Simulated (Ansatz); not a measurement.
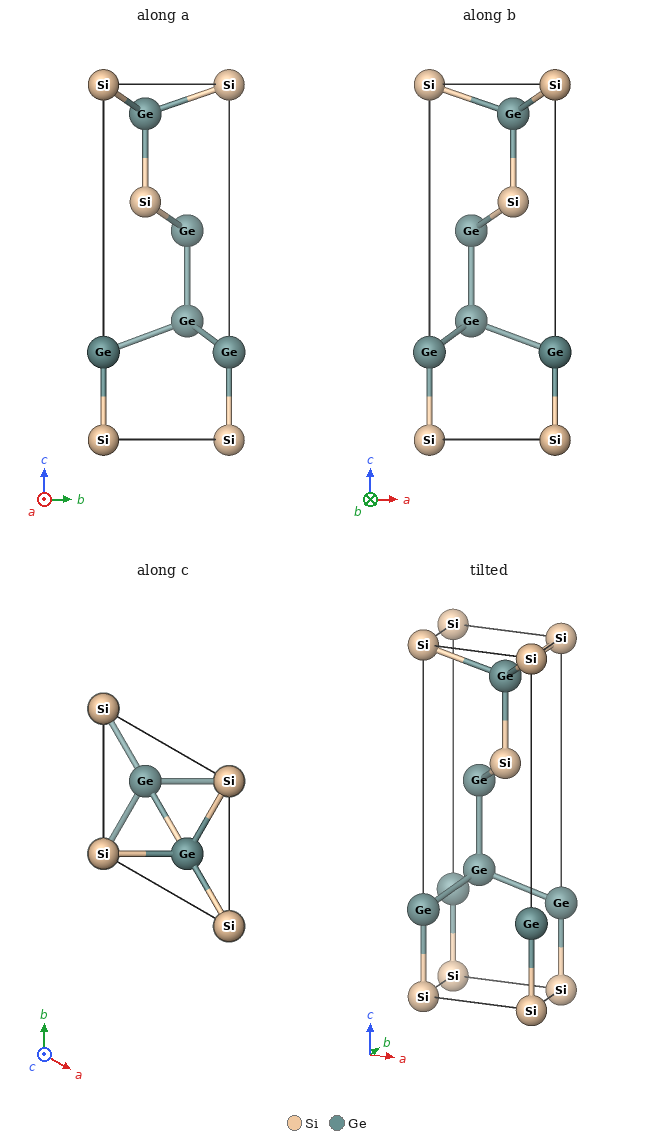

This ball-and-stick model is shown along the a axis, along the b axis, along the c axis and slightly off an axis. Thin lines show the conventional unit cell, with boundary atoms drawn in all their periodic places.

Lattice parameters: a = 3.996 Å, b = 3.996 Å, c = 9.789 Å, α = 90.00°, β = 90.00°, γ = 120.00°.

Set out the cell and atoms as a table of Wyckoff sites, with free fractional coordinates to two decimals.

Space group P3m1 (No. 156).
| atom | site | x | y | z |
| --- | --- | --- | --- | --- |
| Si | 1a | 0.00 | 0.00 | 0.00 |
| Si | 1c | 0.6667 | 0.3333 | 0.67 |
| Ge | 1b | 0.3333 | 0.6667 | 0.3333 |
| Ge | 1c | 0.6667 | 0.3333 | 0.92 |
| Ge | 1b | 0.3333 | 0.6667 | 0.59 |
| Ge | 1a | 0.00 | 0.00 | 0.25 |

Its origin is a structure type filled with these elements by a generator (whether the compound takes this form wasn't checked). It is drawn as it came out of a relaxation with DFT, PBE, plane waves, PAW (Ansatz).
